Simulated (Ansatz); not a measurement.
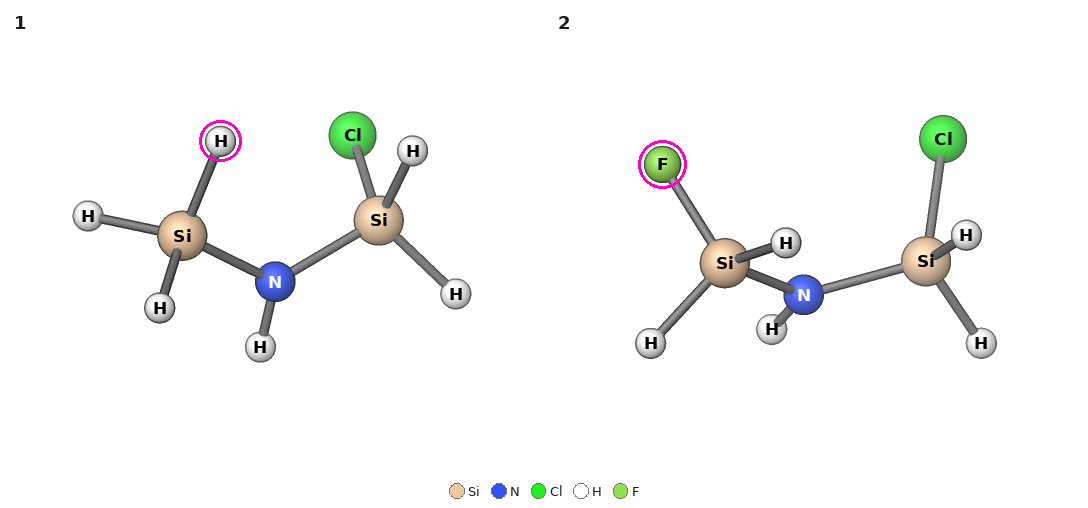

2 molecules with one skeleton, seen from the same side and at one scale; the atom that differs is circled. Charge 0, singlet. Computed geometries: PBE0-D4/def2-TZVP optimisations, one conformation each. Properties computed with Ansatz 0.2.0.

One atom differs, called X below: H in panel 1, F in panel 2. Their formulas are ClH6NSi2 (`[SiH3]N[SiH2]Cl`), ClFH5NSi2 (`F[SiH2]N[SiH2]Cl`).

In which is the HOMO–LUMO gap larger (revPBE-D4/def2-TZVPP)?

Answer. In panel 2 (X = F).

In which is the harmonic zero-point energy higher (PBE0-D4/def2-TZVP)?

Answer. In panel 1 (X = H).

Give the values. With PBE0-D4/def2-TZVP: length of X–Si (Å), angle N–Si–X (°), dipole moment (D), harmonic zero-point energy (kJ/mol). With revPBE-D4/def2-TZVPP: HOMO energy (Kohn–Sham orbital) (eV), HOMO–LUMO gap (eV).

| quantity | 1 (H) | 2 (F) | 2 − 1 |
| --- | --- | --- | --- |
| length of X–Si (Å) | 1.484 | 1.598 | +0.114 |
| angle N–Si–X (°) | 106.6 | 112.4 | +5.8 |
| dipole moment (D) | 1.83 | 2.41 | +0.58 |
| harmonic zero-point energy (kJ/mol) | 159.4 | 148.1 | −11.3 |
| HOMO energy (Kohn–Sham orbital) (eV) | −6.64 | −7.17 | −0.53 |
| HOMO–LUMO gap (eV) | 5.80 | 6.50 | +0.70 |
